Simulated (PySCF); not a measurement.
# C₃H₇O₂S (charge −1): what the fields show

Input file:

```
{"job": {"kind": "sp", "xc": "wB97X", "basis": "ma-def2-TZVP", "d3": "d3bj", "grid": 2}, "charge": -1, "multiplicity": 1}
C     -2.311922     0.317196     0.247282
O     -1.008450     0.731770     0.485164
C     -0.023232    -0.113883    -0.072200
S     -0.050929    -1.821979     0.493305
O      1.157997     0.606324     0.214099
C      2.310598     0.044542    -0.318134
H     -2.982374     1.030814     0.753165
H     -2.553651     0.316683    -0.839150
H     -2.481499    -0.705490     0.631812
H      3.159800     0.667963     0.005919
H      2.444315    -0.995787     0.031388
H      2.289131     0.030113    -1.430805
H     -0.162347    -0.099990    -1.184097
```

Run with:

```sh
OMP_NUM_THREADS=1 python redox_run.py task.json out
```

Geometry: PBE0-D3(BJ)/ma-def2-SVP.

The calculation used DFT single point, gas phase, functional wB97X in PySCF.

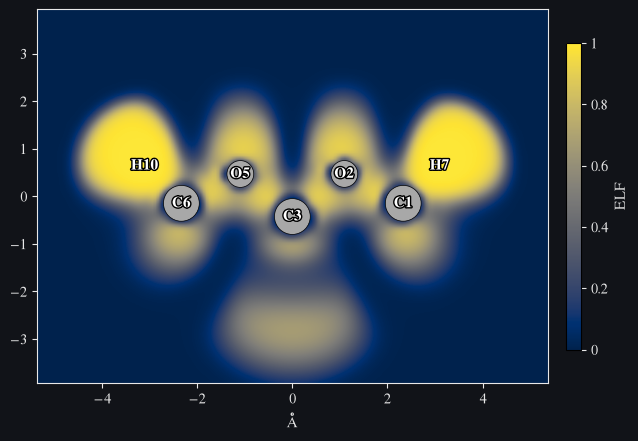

Figure 1. ELF on the plane of atoms O2, C3 and O5. Grey discs cover the atomic cores.

What do the fields say about this system?

Answer. Atoms in the plane: C, O and H.
C–O (1.39 Å): the ELF peaks at about 0.90 between the atoms: a polar covalent bond.
C–H (1.10 Å): the ELF climbs to about 1 towards the hydrogen, as it does in any bond to H; a covalent bond by its length.
The ELF also peaks beside O5 and O2, away from the bonds: lone-pair regions.

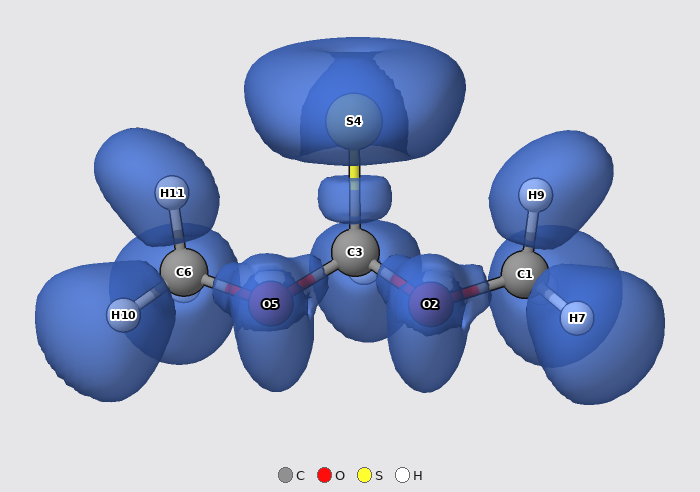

Figure 2. Isosurface of the ELF at 0.75 (blue), seen across its widest extent. Core shells and regions of very low density are left out.

Describe the localisation domains.

Answer. The ELF exceeds this value in one region between bonded C–S atoms (shared pairs), seven regions around hydrogen nuclei, two regions on O in which the atom's valence shell and bonds are merged and one ring or bowl of non-bonding electrons around S.


 C–S (1.80 Å): the ELF peaks at about 0.95 between the atoms, as expected for a covalent bond.

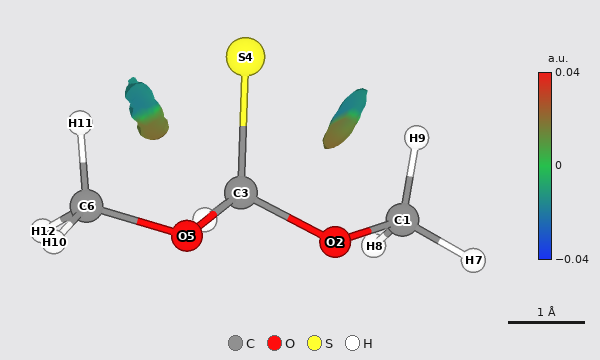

Figure 3. Non-covalent interaction (NCI) plot: the surface where the reduced density gradient is 0.4, for densities under 0.05 a.u., coloured by sign(λ₂)ρ; seen at a tilt.

Identify the weak interactions.

Answer.
- Between H9 and C1 on one side and S4 and C3 on the other: a weak contact, attractive (blue-green) on one side and crowded (olive to red) on the other
- Between H11 and C6 on one side and S4 on the other: a weak contact, attractive (blue-green) on one side and crowded (olive to red) on the other
